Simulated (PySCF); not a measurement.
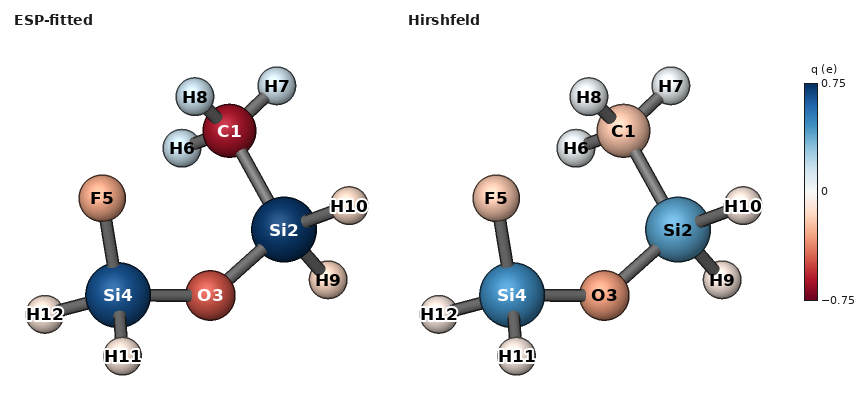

Atomic charges of one calculation by 2 schemes, on one colour scale. Computed geometry: PBE0-D3(BJ)/def2-SVP optimisation. No frequency run is at hand to confirm it as a minimum. Level of theory: PBE0/def2-TZVP (PySCF 2.14.0).

Which scheme gives the most polar picture (largest mean size of the charges)?

The ESP-fitted charges are the largest in size here.

On which atom do the schemes disagree most?

On C1 (from −0.62 to −0.22 e).

List the charges (e), one line for each set of equivalent atoms.

| atom | ESP-fitted | Hirshfeld |
| --- | --- | --- |
| C1 | −0.62 | −0.22 |
| Si2 | 0.73 | 0.41 |
| O3 | −0.47 | −0.31 |
| Si4 | 0.66 | 0.48 |
| F5 | −0.28 | −0.20 |
| H6 | 0.16 | 0.05 |
| H7 | 0.15 | 0.05 |
| H8 | 0.17 | 0.05 |
| H9 | −0.15 | −0.08 |
| H10 | −0.15 | −0.08 |
| H11 | −0.09 | −0.07 |
| H12 | −0.10 | −0.07 |
